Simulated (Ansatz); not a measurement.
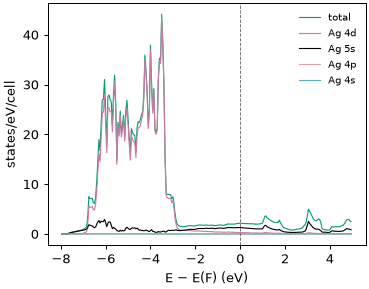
Figure: Total and projected density of states of Ag (A15 (β-W type), Pm-3n), DFT-r²SCAN in the program Ansatz with PAW potentials

Task: Which orbitals carry the states next to the Fermi level?

Result: Within 0.5 eV of the Fermi level: Ag 5s 60 %, Ag 4d 15 %, outside the projected shells 25 %. Projections are on Löwdin-orthogonalised atomic valence shells; empty p or d shells of many metals are not among them.

Task: Where is the tallest occupied peak in this window, and what makes it?

Result: Near -3.5 eV, about 44 states/eV per cell; the largest projected share is Ag 4d.

The start of the workflow was typed in or built on a structure type; neither database checked (COD, Materials Project) lists it. It is not the phase usual at ambient conditions (space group No. 225). Symmetry was held in the r²SCAN relaxation. At this level the phase is mechanically unstable. The run is not spin-polarised. Spin–orbit coupling is left out wherever it is not named.

Potentials: the later of the program's two PAW sets.
